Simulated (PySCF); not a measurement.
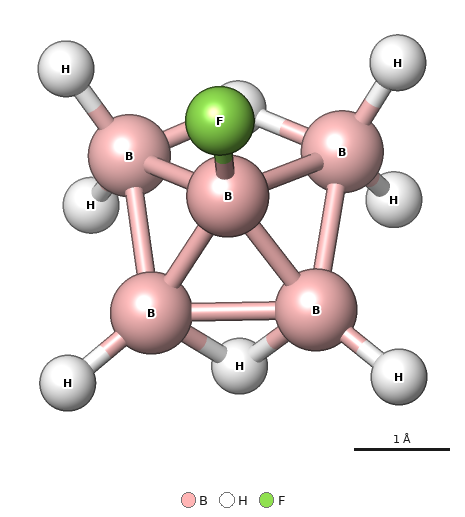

Figure 1. The input geometry (ball-and-stick view, seen at a tilt). Bond lengths as drawn: B–B 1.62 to 1.89 Å, B–F 1.34 Å and B–H 1.17 to 1.32 Å.

## B5H8F: geometry relaxation (part 1 of 2)

B5H8F (nido-B5H9 (F for H, site b on B)), computed with PBE0-D3(BJ)/def2-SVP geometry optimisation from the GFN2-xTB point and Hessian, gas phase (PySCF 2.14.0).

The program's output:
```
step      E/eV     max force
  0     -6216.70353   1.6082
  1     -6217.01192   0.7292
  2     -6217.19623   0.4807
  3     -6217.35668   0.5620
  4     -6217.47001   0.7489
  5     -6217.60703   0.8082
  6     -6217.74611   0.7064
  7     -6217.89291   0.8166
  8     -6218.03958   0.7830
  9     -6218.06511   0.7219
 10     -6217.94071   1.5986
 11     -6218.11753   0.5072
 12     -6218.14144   0.4554
 13     -6218.15184   0.2186
 14     -6218.11667   0.5225
 15     -6218.14470   0.7702
 16     -6218.15874   0.1792
 17     -6218.16193   0.0852
 18     -6218.16198   0.1060
 19     -6218.16245   0.0239
 20     -6218.16242   0.0206
 21     -6218.16247   0.0054
```

Trajectory as extended XYZ (Å, eV, eV/Å), 22 frames, from step=0 to step=21:
```
14
Properties=species:S:1:pos:R:3:forces:R:3 step=0 energy=-6216.70353
B    -1.3435    0.3196    0.0221    0.7220  -0.0540  -0.1150
B     0.1429    0.9393    0.9792   -0.5070  -1.4240  -0.5460
B    -0.3192   -0.8366    0.5106    1.1520  -0.1910   1.0490
B    -0.4958   -0.7033   -1.0943    0.2710   0.4870   0.4750
B     1.2396   -0.3849   -0.4660   -1.4290  -0.3110   0.6690
H    -2.4281    0.7131    0.2058   -0.7140   0.3370   0.0230
H     0.3435    0.9023    2.1406    0.2080  -0.2720   0.5980
F    -0.2417   -1.7934    1.4458   -0.0950   0.2210  -0.2880
H    -0.7213   -1.3473   -2.0426   -0.1660  -0.3260  -0.7010
H     2.0530   -1.1618   -0.1121    0.3270  -0.4170   0.4410
H    -0.0188    2.0446    0.5809   -0.2430   0.4740  -0.5950
H     1.2736    0.6204    0.3838    0.7940   0.6100   0.0490
H     1.5414    0.1609   -1.4746   -0.2290   0.4570  -0.6140
H    -0.9681    0.5179   -1.2230   -0.0910   0.4090  -0.4450
14
Properties=species:S:1:pos:R:3:forces:R:3 step=1 energy=-6217.01192
B    -1.3291    0.3186    0.0090    0.3740   0.1540   0.1390
B     0.1493    0.8871    0.9668    0.1390  -0.6390  -0.2980
B    -0.2626   -0.8121    0.5313    0.0920  -0.4580   0.4850
B    -0.4970   -0.6857   -1.0866    0.3640   0.1620   0.1370
B     1.2060   -0.3880   -0.4249   -0.4920   0.1090   0.5270
H    -2.4239    0.7165    0.2063   -0.3780   0.2030  -0.0190
H     0.3612    0.8712    2.1391    0.1490  -0.1790   0.2840
F    -0.2673   -1.8056    1.4395   -0.0230   0.1890  -0.2060
H    -0.7181   -1.3425   -2.0434   -0.0910  -0.1430  -0.3950
H     2.0450   -1.1595   -0.0773    0.1480  -0.1860   0.2790
H    -0.0649    2.0010    0.5569   -0.2250   0.0580  -0.3670
H     1.3342    0.6962    0.3600    0.3290   0.4220  -0.1320
H     1.4793    0.1391   -1.4747   -0.3180   0.1690  -0.2470
H    -0.9547    0.5545   -1.2456   -0.0680   0.1400  -0.1870
14
Properties=species:S:1:pos:R:3:forces:R:3 step=2 energy=-6217.19623
B    -1.3150    0.3306    0.0176    0.0180   0.2390   0.0180
B     0.1814    0.8434    0.9473    0.4200  -0.2290  -0.0470
B    -0.2678   -0.8280    0.5397    0.0310  -0.1610   0.1850
B    -0.4793   -0.6795   -1.0865    0.1740   0.0610  -0.1560
B     1.1846   -0.3683   -0.3734    0.0620   0.2160   0.4090
H    -2.4233    0.7397    0.1940   -0.0570   0.1140  -0.0240
H     0.3907    0.8272    2.1296    0.1180  -0.0490   0.0450
F    -0.2699   -1.8186    1.4452   -0.1250  -0.0630  -0.0450
H    -0.7136   -1.3264   -2.0629    0.0230   0.0190  -0.1260
H     2.0281   -1.1487   -0.0249    0.0570   0.0190   0.1190
H    -0.1004    1.9575    0.5248   -0.2360  -0.2430  -0.1730
H     1.3890    0.7746    0.3309   -0.0650   0.1570  -0.1920
H     1.4148    0.1285   -1.4686   -0.3730  -0.0770   0.0080
H    -0.9619    0.5588   -1.2563   -0.0480  -0.0050  -0.0210
14
Properties=species:S:1:pos:R:3:forces:R:3 step=3 energy=-6217.35668
B    -1.3032    0.3503    0.0134    0.0300   0.3800   0.2290
B     0.2343    0.7910    0.9420    0.2000   0.2970   0.0650
B    -0.2633   -0.8269    0.5476   -0.2320  -0.3050   0.0530
B    -0.4619   -0.6706   -1.0916    0.3490  -0.0040  -0.2410
B     1.1782   -0.3462   -0.3058    0.3120   0.1260  -0.0340
H    -2.4192    0.7711    0.1714    0.1420   0.0440  -0.0210
H     0.4459    0.7860    2.1292    0.0950   0.0800  -0.1020
F    -0.2962   -1.8356    1.4431   -0.1810  -0.0640  -0.0770
H    -0.7089   -1.3116   -2.0792    0.0960   0.1190   0.0440
H     2.0361   -1.1234    0.0325    0.0240   0.1520  -0.0230
H    -0.1638    1.8911    0.5079   -0.1930  -0.5260  -0.0440
H     1.4211    0.8555    0.2815   -0.2220  -0.0030  -0.1630
H     1.3247    0.0942   -1.4641   -0.4250  -0.2460   0.2710
H    -0.9665    0.5659   -1.2715    0.0050  -0.0490   0.0440
14
Properties=species:S:1:pos:R:3:forces:R:3 step=4 energy=-6217.47001
B    -1.2819    0.3712    0.0441   -0.0980   0.3000  -0.0620
B     0.2578    0.7719    0.9319    0.2060   0.2450   0.3710
B    -0.2647   -0.8521    0.5469   -0.2210   0.1130  -0.1170
B    -0.4269   -0.6400   -1.1010    0.1460  -0.0710  -0.2370
B     1.1769   -0.3497   -0.2611    0.4710   0.0710  -0.1690
H    -2.4152    0.7633    0.2010    0.2860   0.0460  -0.0260
H     0.4797    0.8174    2.1208    0.0540   0.1560  -0.2300
F    -0.3226   -1.8738    1.4279   -0.1830  -0.0610  -0.0430
H    -0.6896   -1.2554   -2.1097    0.1510   0.1690   0.1970
H     2.0400   -1.1212    0.0863    0.0280   0.2400  -0.1380
H    -0.2178    1.8390    0.4418   -0.2130  -0.7130   0.0840
H     1.4190    0.8943    0.2433   -0.2160  -0.1090  -0.1040
H     1.2814    0.0400   -1.4569   -0.5010  -0.2740   0.3660
H    -0.9787    0.5860   -1.2590    0.0900  -0.1110   0.1080
14
Properties=species:S:1:pos:R:3:forces:R:3 step=5 energy=-6217.60703
B    -1.2524    0.4102    0.0403   -0.1660   0.2100  -0.0660
B     0.2791    0.7378    0.9481    0.1970   0.3140   0.3700
B    -0.2774   -0.8553    0.5593   -0.0650   0.2780  -0.3460
B    -0.3857   -0.6410   -1.1014   -0.0270   0.0520  -0.2940
B     1.1771   -0.3407   -0.2356    0.5040  -0.1170  -0.0180
H    -2.3911    0.8101    0.1724    0.3710  -0.0140  -0.0150
H     0.5166    0.7933    2.1332    0.0290   0.2600  -0.2530
F    -0.3667   -1.8865    1.4293   -0.1720  -0.0780  -0.0400
H    -0.6731   -1.2729   -2.0975    0.1930   0.2150   0.2420
H     2.0769   -1.0856    0.0829   -0.0070   0.2920  -0.2430
H    -0.2767    1.7837    0.4575   -0.2220  -0.7770   0.0130
H     1.4090    0.9271    0.2069   -0.2200  -0.1800   0.0110
H     1.1819    0.0309   -1.4622   -0.5420  -0.3760   0.4620
H    -0.9601    0.5798   -1.2768    0.1280  -0.0810   0.1770
14
Properties=species:S:1:pos:R:3:forces:R:3 step=6 energy=-6217.74611
B    -1.2401    0.4420    0.0436    0.0260   0.1290   0.0170
B     0.2994    0.7155    0.9636    0.0980   0.2120   0.1820
B    -0.2859   -0.8460    0.5614    0.1430   0.1770  -0.4950
B    -0.3442   -0.6200   -1.1110   -0.2540   0.0850  -0.1710
B     1.1879   -0.3519   -0.2179    0.1830  -0.1090   0.3290
H    -2.3886    0.8059    0.1924    0.3700   0.0120  -0.0560
H     0.5534    0.8287    2.1389   -0.0060   0.2970  -0.2500
F    -0.3952   -1.8895    1.4156   -0.2240  -0.1700   0.0170
H    -0.6514   -1.2401   -2.1090    0.1990   0.1870   0.2650
H     2.0941   -1.0824    0.0995    0.0810   0.2620  -0.3080
H    -0.3413    1.7129    0.4289   -0.1950  -0.6790   0.0000
H     1.3904    0.9336    0.1770   -0.0730  -0.0970   0.0810
H     1.1392   -0.0152   -1.4577   -0.5720  -0.2530   0.3130
H    -0.9603    0.5974   -1.2689    0.2240  -0.0520   0.0760
14
Properties=species:S:1:pos:R:3:forces:R:3 step=7 energy=-6217.89291
B    -1.2024    0.4943    0.0553    0.0160  -0.5040  -0.2080
B     0.3035    0.7096    0.9885    0.0980  -0.8090  -0.0520
B    -0.2771   -0.8505    0.5320    0.1050   0.3050   0.0460
B    -0.3297   -0.6075   -1.1326    0.0460   0.2560   0.4060
B     1.2089   -0.3571   -0.1885   -0.4850  -0.3740   0.3680
H    -2.3568    0.8166    0.2109    0.2740   0.0940  -0.0670
H     0.5373    0.8950    2.1453    0.0750   0.3080  -0.0100
F    -0.4248   -1.8979    1.3790   -0.2970  -0.2630   0.0440
H    -0.6535   -1.2484   -2.0984    0.1470   0.0840   0.0520
H     2.1475   -1.0587    0.0678    0.1670   0.2140  -0.2770
H    -0.3662    1.6428    0.4105   -0.3240   0.0010  -0.2460
H     1.3600    0.8999    0.1934    0.4170   0.4960  -0.0380
H     1.0462   -0.0365   -1.4278   -0.3630  -0.0680  -0.0450
H    -0.9355    0.5893   -1.2789    0.1230   0.2600   0.0260
14
Properties=species:S:1:pos:R:3:forces:R:3 step=8 energy=-6218.03958
B    -1.1996    0.4861    0.0565    0.1920  -0.3660  -0.0480
B     0.3286    0.6848    0.9895   -0.1480  -0.3780   0.3620
B    -0.2876   -0.8522    0.5514    0.1700  -0.4920   0.3350
B    -0.3006   -0.5914   -1.1199   -0.1480   0.2150   0.3020
B     1.2022   -0.3677   -0.1692   -0.1960  -0.4760   0.5900
H    -2.3435    0.7976    0.2326    0.0300   0.0900  -0.0820
H     0.5526    0.9900    2.1356    0.0320   0.1460  -0.3020
F    -0.5099   -1.9426    1.3631   -0.0630   0.4340  -0.3890
H    -0.6142   -1.2077   -2.0940    0.0180  -0.1030  -0.0530
H     2.1730   -1.0484    0.0193    0.1200   0.2380  -0.2590
H    -0.4136    1.5723    0.3577   -0.0130   0.2580  -0.0190
H     1.3873    0.9146    0.1902    0.1440   0.1830  -0.0220
H     0.9877   -0.0610   -1.4119   -0.1910   0.1080  -0.2100
H    -0.9050    0.6167   -1.2444    0.0540   0.1440  -0.2050
14
Properties=species:S:1:pos:R:3:forces:R:3 step=9 energy=-6218.06511
B    -1.1854    0.4892    0.0512    0.0400  -0.3620  -0.0860
B     0.3284    0.6688    1.0105   -0.0650  -0.3480   0.0560
B    -0.2918   -0.8637    0.5600    0.1840  -0.2200   0.2610
B    -0.2839   -0.5894   -1.1181   -0.6170  -0.0510   0.2350
B     1.1993   -0.3799   -0.1379    0.0970  -0.3900   0.3170
H    -2.3250    0.8305    0.1939   -0.0090  -0.0190  -0.0160
H     0.5707    0.9842    2.1432    0.0190   0.2100  -0.1540
F    -0.5366   -1.9473    1.3619   -0.1200   0.2250  -0.2740
H    -0.5991   -1.2206   -2.0866   -0.0250  -0.0910   0.0520
H     2.2270   -1.0149   -0.0089   -0.2420   0.3700  -0.2950
H    -0.4313    1.5580    0.3856    0.1000   0.3630  -0.0730
H     1.3772    0.9319    0.1726   -0.0120  -0.1010   0.0980
H     0.8888   -0.0754   -1.4100    0.6360   0.3110  -0.1410
H    -0.8809    0.6194   -1.2609    0.0140   0.1010   0.0210
14
Properties=species:S:1:pos:R:3:forces:R:3 step=10 energy=-6217.94071
B    -1.2116    0.3937    0.0369    0.5170   1.3950   0.5850
B     0.2910    0.6685    1.0148    0.3590   0.0940  -0.4910
B    -0.2836   -0.8932    0.5639   -0.2280  -0.5440   0.6810
B    -0.3612   -0.5957   -1.0905    1.2390  -0.0890  -0.4670
B     1.1824   -0.4175   -0.1373    0.5980   0.5180  -0.0100
H    -2.2823    0.8571    0.1835   -0.7010  -0.0850  -0.0300
H     0.5776    1.0533    2.1028   -0.0410   0.0070   0.2800
F    -0.5884   -1.9896    1.3254    0.0650   0.2410  -0.1540
H    -0.6163   -1.2264   -2.0578   -0.2290  -0.2450  -0.2740
H     2.2649   -0.9622   -0.0660   -0.3760   0.0700  -0.0570
H    -0.4259    1.5943    0.4279   -0.0870  -0.4820  -0.2300
H     1.3902    0.9526    0.1823   -0.6140  -0.8200   0.2000
H     0.9503   -0.0877   -1.3819   -0.2860   0.0280  -0.0870
H    -0.8296    0.6435   -1.2475   -0.2160  -0.0880   0.0530
14
Properties=species:S:1:pos:R:3:forces:R:3 step=11 energy=-6218.11753
B    -1.1856    0.4774    0.0517   -0.0240  -0.1270  -0.0740
B     0.3245    0.6565    1.0105   -0.0490  -0.0680   0.3750
B    -0.2935   -0.8727    0.5692    0.2190  -0.0310   0.0210
B    -0.2941   -0.5887   -1.1076   -0.2650   0.0340  -0.0170
B     1.1970   -0.3843   -0.1374    0.1120  -0.4460   0.2140
H    -2.3270    0.8200    0.1849    0.0190  -0.0220   0.0150
H     0.5779    1.0154    2.1343   -0.0410   0.0920  -0.2600
F    -0.5560   -1.9532    1.3568   -0.1280   0.0320  -0.1340
H    -0.6117   -1.2256   -2.0741    0.0230  -0.0380   0.0730
H     2.2330   -1.0018   -0.0391   -0.1770   0.2750  -0.1870
H    -0.4232    1.5526    0.3702    0.0680   0.2380  -0.0150
H     1.3747    0.9114    0.1905    0.0440   0.0190   0.0440
H     0.9153   -0.0488   -1.3964    0.1910   0.0860  -0.0950
H    -0.8739    0.6327   -1.2569    0.0090  -0.0430   0.0400
14
Properties=species:S:1:pos:R:3:forces:R:3 step=12 energy=-6218.14144
B    -1.1824    0.4713    0.0530    0.0530   0.0660  -0.0150
B     0.3189    0.6613    1.0199    0.1090  -0.1810   0.1420
B    -0.2865   -0.8743    0.5688   -0.0430  -0.3410   0.2720
B    -0.2994   -0.5820   -1.1049   -0.0470   0.0070  -0.0170
B     1.1969   -0.3973   -0.1376    0.0530  -0.1130   0.2710
H    -2.3254    0.7998    0.1908   -0.0210   0.0020   0.0100
H     0.5806    1.0511    2.1258   -0.0270   0.0490  -0.1120
F    -0.6017   -1.9720    1.3307    0.0670   0.3560  -0.2760
H    -0.6122   -1.2393   -2.0552   -0.0340  -0.0370   0.0020
H     2.2455   -0.9808   -0.0653   -0.0540   0.1220  -0.1190
H    -0.4143    1.5651    0.3834   -0.0700   0.0700  -0.1010
H     1.3730    0.9085    0.1951   -0.0210  -0.0840   0.0500
H     0.9265   -0.0622   -1.3971    0.0590   0.0990  -0.0880
H    -0.8621    0.6414   -1.2510   -0.0250  -0.0150  -0.0190
```
